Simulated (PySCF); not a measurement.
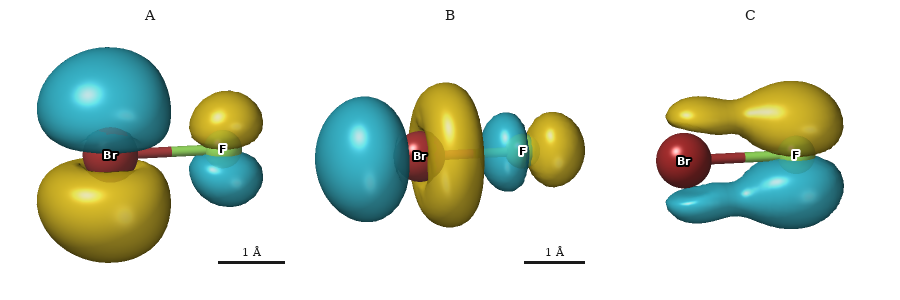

Figure 1: BrF. Three frontier orbitals, each drawn at the value that holds 80 % of its norm (yellow and cyan are the two phases), in no order; of a degenerate pair one member is drawn.

The calculation used PySCF 2.14.0, PBE0/def2-SVP, non-relativistic Hamiltonian with scalar-relativistic core potentials where named, at a bond length of 1.776 Å.

Label each orbital by symmetry, say whether it is occupied, and order them by energy.

Orbital C: π, occupied, −12.76 eV; mainly on F (80 %).
Orbital A: π, occupied, −8.73 eV; mainly on Br (85 %).
Orbital B: σ, empty, −3.25 eV; shared between the atoms (Br 70 %, F 30 %).
